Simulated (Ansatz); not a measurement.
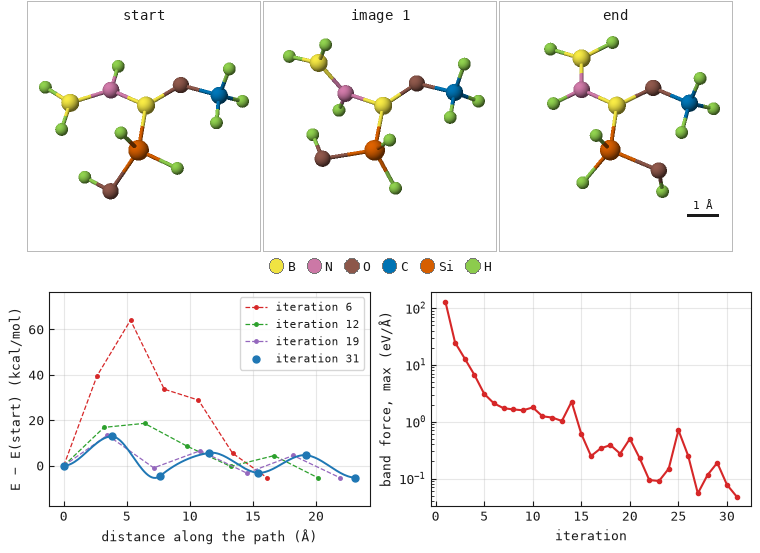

A search for the minimum-energy path of CH9B2NO2Si by the nudged elastic band. Images are numbered from 0 (start) to 6 (end). The plot follows the band through its iterations. The picture is a ball-and-stick view, seen from a free direction.

The calculation used RKS LDA/STO-3G in Ansatz 0.2.0. Settings: 5 movable images; climbing image; force threshold 0.05 eV/Å; iteration limit 60; starting path through a guess of the saddle point.

Judge this run.

The run is converged, with reservations. The band converged in 31 iterations. The largest component of the band force went from 130 to 0.048 eV/Å. The climbing image converged on the top of the path. Its vibrational analysis gives one imaginary mode (179i cm⁻¹), as a transition state must have. The first iteration put the highest image at 1442.0 kcal/mol. The energy climbs by 12.9 kcal/mol to image 1 and then falls by 18.1 kcal/mol, so the end point sits at −5.2 kcal/mol. The profile has 3 maxima (images 1, 3, 5) with a dip at image 2, 4 (−4.4 kcal/mol, −3.1 kcal/mol), so the process runs in steps.

Limits of the set-up: STO-3G is a minimal basis, so the numbers are rough.

The run took 2.9 min on 1 thread of AMD EPYC 9R45 96-Core Processor (Zen 5), with other jobs on the host, peak memory 0.14 GiB.
